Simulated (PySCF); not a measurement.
# CHNYb (Yb(HCN)3+): the cost of one run

Method: PBE0, Yb lcecp-1-SVP with ECP59, N def2-SVP, C def2-SVP, H def2-SVP; scalar-relativistic core potentials, no spin–orbit coupling; program: PySCF 2.14.0.

1 further run of the same task is left out (for a known fault of the program).

**1. The system as given**

4 atoms, charge 3, spin multiplicity 1.

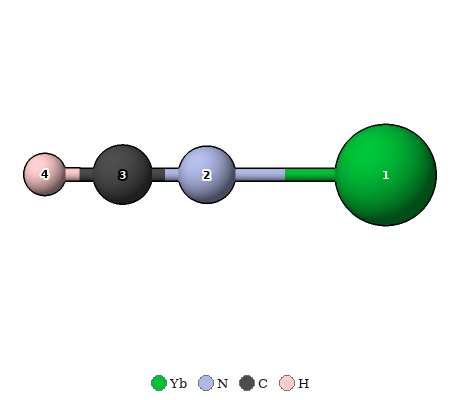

Start geometry, drawn with ytterbium green, nitrogen light blue, carbon dark grey, hydrogen pink; atoms are numbered from 1 in the order of the file.

As a file:

```
Yb    0.0000    0.0000    0.0000
N     0.0000    0.0000    2.4575
C     0.0000    0.0000    3.6175
H     0.0000    0.0000    4.6875
```

Formal oxidation states: Yb +3. Each metal's 13 4f electrons lie in its core potential, so multiplicities, spins and levels count the valence alone.

**2. SCF at the start, singlet**

Input file run.py (the lines that set the calculation):

```python
mol = gto.M(atom='''
Yb     0.00000     0.00000     0.00000
N      0.00000     0.00000     2.45750
C      0.00000     0.00000     3.61750
H      0.00000     0.00000     4.68750''',
    basis={'Yb': 'lcecp-1-SVP', 'N': 'def2-SVP', 'C': 'def2-SVP', 'H': 'def2-SVP'},
    ecp={'Yb': 'lcecp-1-SVP'},
    charge=3, spin=0)
mf = dft.RKS(mol, xc='PBE0')
mf.grids.atom_grid = (50, 194)  # f atoms: unpruned, at least (60, 302)
mf = mf.density_fit()  # fitting sets: Yb AutoAux, N def2-universal-JKFIT, C def2-universal-JKFIT, H def2-universal-JKFIT
mf.conv_tol = 1e-08; mf.max_cycle = 55
mf.kernel(dm0)  # dm0: free metal ions and neutral atoms
```

On the command line:

```
$ OMP_NUM_THREADS=2 python run.py
```

What time and memory should one allow on 2 threads of Intel Xeon Platinum 8488C (Sapphire Rapids), shared host?

About 1.9 s, with a peak of 0.35 GiB.
